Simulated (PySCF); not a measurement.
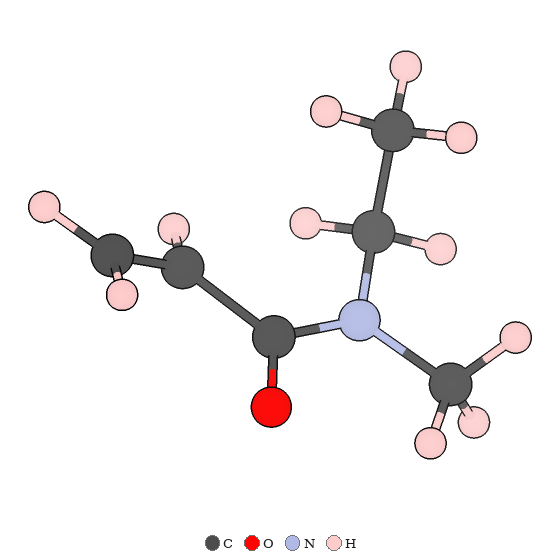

Structure of C₆H₁₁NO, SMILES C=CC(=O)N(C)CC.

Vertical TDDFT excitations, PBE0/def2-SVPD in PySCF, at a GFN2-xTB geometry (no frequency check), gas phase.

Question: Where does it absorb, and how strongly?

Answer: The lowest singlet lies at 4.59 eV (270 nm, f = 0.001); the brightest of the first 6 is S4 at 6.56 eV (189 nm), f = 0.357, mainly HOMO−2 → LUMO (89 %). No singlet lies below 3.1 eV (beyond 400 nm), so at this level no vertical transition falls in the visible.


| state | E (eV) | λ (nm) | f | main character |
| --- | --- | --- | --- | --- |
| S1 | 4.59 | 270 | 0.001 | HOMO−1 → LUMO (91 %) |
| S2 | 5.12 | 242 | 0.088 | HOMO → LUMO (95 %) |
| S3 | 6.43 | 193 | 0.020 | HOMO → LUMO+1 (95 %) |
| S4 | 6.56 | 189 | 0.357 | HOMO−2 → LUMO (89 %) |
| S5 | 6.85 | 181 | 0.010 | HOMO−1 → LUMO+1 (88 %) |
| S6 | 7.17 | 173 | 0.021 | HOMO → LUMO+2 (80 %) |

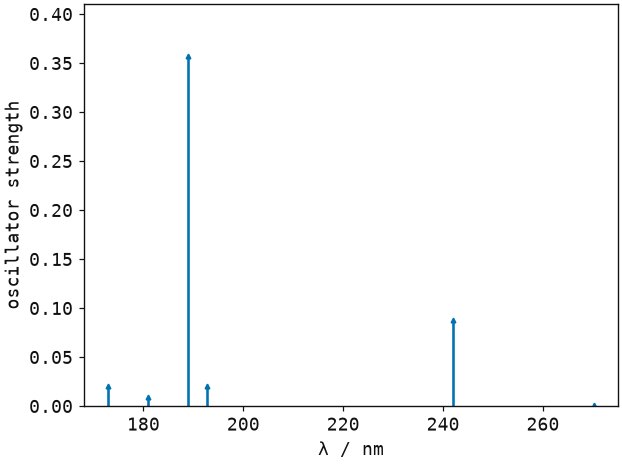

Only the first 6 singlet excitations are included.

Note: states above the negative HOMO energy depend on the basis; the tight-binding geometry is rougher than a DFT one and adds to the error; one conformer of a flexible molecule; core orbitals are frozen in the response.
